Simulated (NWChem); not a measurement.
# B3LYP/6-31G(d) (spherical functions) run of SiO2 (silicon dioxide molecule)

What is the vertical ionisation energy of SiO2 (silicon dioxide molecule) at B3LYP/6-31G* (spherical functions)? 

The calculation is run with NWChem 7.3.0.

4 further runs of the same task are left out: 2 that didn't finish, 2 set aside as unsound or not needed.

## Step 1: The system as given

The species is SiO2 (3 atoms), meant as a singlet with charge 0. SMILES: `O=[Si]=O`. The coordinates come from a PBE0-D4/def2-TZVP relaxation.

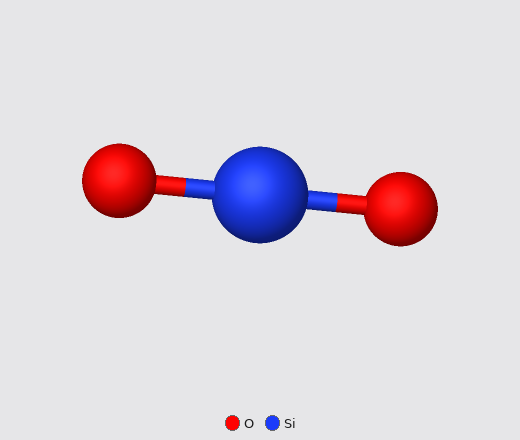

The structure, seen from a chosen angle (oxygen red, silicon blue).

## Step 2: Energy and gradient at B3LYP/6-31G(d) (spherical functions)

o2si.xyz reads:

```xyz
3
O2Si gradient
O      0.697730     1.229600     0.518760
Si    -0.000010     0.000000     0.000000
O     -0.697730    -1.229610    -0.518760
```

o2si.nw reads:

```
start o2si
title "O2Si gradient"
memory stack 880 mb heap 220 mb global 1100 mb
charge 0

geometry noautosym nocenter noautoz
  load o2si.xyz
end

basis spherical bse
  * library 6-31G*
end

dft
  xc b3lyp
  grid xfine
  convergence energy 1e-08
  iterations 100
  mulliken
end

task dft gradient
```

Run with:

```
$ nwchem o2si.nw > o2si.out
```

What it wrote, shortened:

```text
[...]
          Wavefunction type:  closed shell.
          No. of atoms     :     3
          No. of electrons :    30
[...]
          Charge           :     0
          Spin multiplicity:     1
[...]
          AO basis - number of functions:    46
[...]
              XC Information
              --------------
                         B3LYP Method XC Potential
                     Hartree-Fock (Exact) Exchange  0.200
                        Slater Exchange Functional  0.800 local
                    Becke 1988 Exchange Functional  0.720 non-local
              Lee-Yang-Parr Correlation Functional  0.810
                  VWN I RPA Correlation Functional  0.190 local
[...]
 d= 0,ls=0.0,diis     1   -439.7476384364 -5.30D+02  4.77D-02  1.35D+00     1.5
[...]
 d= 0,ls=0.0,diis     7   -439.9227906792 -7.61D-09  7.73D-06  3.90D-08     8.0
         Total DFT energy =     -439.922790679204
      One electron energy =     -787.069203479002
           Coulomb energy =      295.337945269237
    Exchange-Corr. energy =      -38.147977933301
 Nuclear repulsion energy =       89.956445463861
[...]
      Total Density - Mulliken Population Analysis
     ---------------------------------------------
    Atom       Charge   Shell Charges
 -----------   ------   -------------------------------------------------------
    1 O    8     8.48   2.00  0.94  2.81  0.92  1.79  0.02
    2 Si  14    13.04   2.00  2.00  5.96  0.93  1.48  0.04  0.29  0.34
    3 O    8     8.48   2.00  0.94  2.81  0.92  1.79  0.02
[...]
  wavefunction    = closed shell
                         DFT ENERGY GRADIENTS
    atom               coordinates                        gradient
                 x          y          z           x          y          z
   1 O       1.318519   2.323607   0.980314   -0.008033  -0.014157  -0.005973
   2 Si     -0.000019   0.000000   0.000000   -0.000020  -0.000034  -0.000015
   3 O      -1.318519  -2.323626  -0.980314    0.008053   0.014192   0.005987
[...]
```

Wall time 12 s (1 thread of Intel Xeon Platinum 8259CL at 2.50GHz (Skylake/Cascade Lake), shared host); peak memory 0.12 GiB.

## Step 3: The doublet cation: the energy at UB3LYP/6-31G(d) (spherical functions)

mymol.nw reads:

```
start mymol
title "O2Si energy"
memory total 2200 mb
charge 1

geometry noautosym nocenter noautoz
   O      0.697730     1.229600     0.518760
   Si    -0.000010     0.000000     0.000000
   O     -0.697730    -1.229610    -0.518760
end

basis spherical bse
   * library 6-31G*
end

dft
   xc b3lyp
   mult 2
   grid xfine
   convergence energy 1e-08
   iterations 100
   mulliken
   print low
end

task dft energy
```

Run with:

```
$ nwchem mymol.nw > mymol.out
```

What it wrote, shortened:

```text
[...]
 d= 0,ls=0.0,diis     1   -439.3149761457 -5.29D+02  1.88D-02  3.70D-01     2.2
[...]
 d= 0,ls=0.0,diis    12   -439.4720711180 -9.73D-10  3.31D-07  1.33D-10    15.7
[...]
         Total DFT energy =     -439.472071117985
      One electron energy =     -776.959111170975
           Coulomb energy =      285.301057091254
    Exchange-Corr. energy =      -37.770462502126
 Nuclear repulsion energy =       89.956445463861
[...]
      Total Density - Mulliken Population Analysis
     ---------------------------------------------
    Atom       Charge   Shell Charges
 -----------   ------   -------------------------------------------------------
    1 O    8     8.14   2.00  0.99  2.74  0.91  1.48  0.02
    2 Si  14    12.72   2.00  2.00  5.96  0.93  1.45 -0.01  0.10  0.29
    3 O    8     8.14   2.00  0.99  2.74  0.91  1.48  0.02
[...]
      <S2> =      0.7886 (Exact =     0.7500)
[...]
```

Wall time 17 s (1 thread of Intel Xeon Platinum 8259CL at 2.50GHz (Skylake/Cascade Lake), shared host); peak memory 0.12 GiB.

## Step 4: Results

Level: B3LYP/6-31G* (spherical functions).

```
                                          quantity          value
                        singlet SiO2: total energy  -439.92279 Eh
                       singlet SiO2: dipole moment         0.00 D
                         singlet SiO2: HOMO energy       -9.25 eV
                         singlet SiO2: LUMO energy       -3.46 eV
                       singlet SiO2: HOMO–LUMO gap        5.79 eV
            singlet SiO2: largest force on an atom     0.894 eV/Å
                      doublet cation: total energy  -439.47207 Eh
                              doublet cation: ⟨S²⟩          0.789
vertical ionisation energy (to the doublet cation)      12.265 eV
```

The vertical ionisation energy comes to 12.26 eV (283 kcal/mol). The largest force (singlet SiO2) is 0.89 eV/Å: the shape isn't a stationary point for this species at this level. −ε(HOMO) before ionisation, 9.25 eV, is 3.02 eV below this ionisation energy. Mulliken charges (singlet SiO2) run from -0.48 on O1 to +0.96 on Si2.
